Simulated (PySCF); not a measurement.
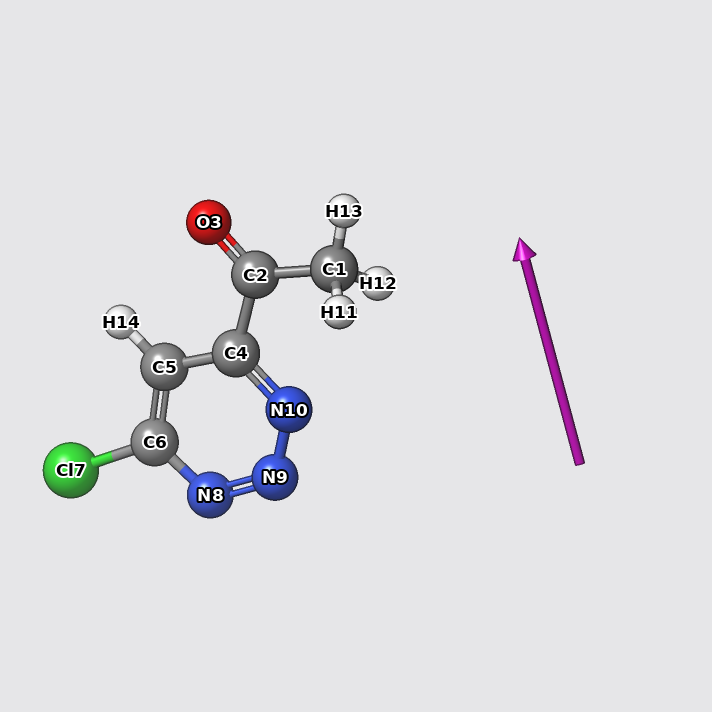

The arrow beside the molecule shows the direction of the dipole moment, from the negative to the positive end (its length means nothing). Computed geometry: GFN2-xTB optimisation. No frequency run is at hand to confirm it as a minimum. Level of theory: PBE0/def2-SVPD, gas phase (PySCF 2.14.0).

Question: Estimate the dipole moment.

Answer: 1.70 D; it points from the side of N8, N9 to the side of O3 (the outermost atoms at the two ends).
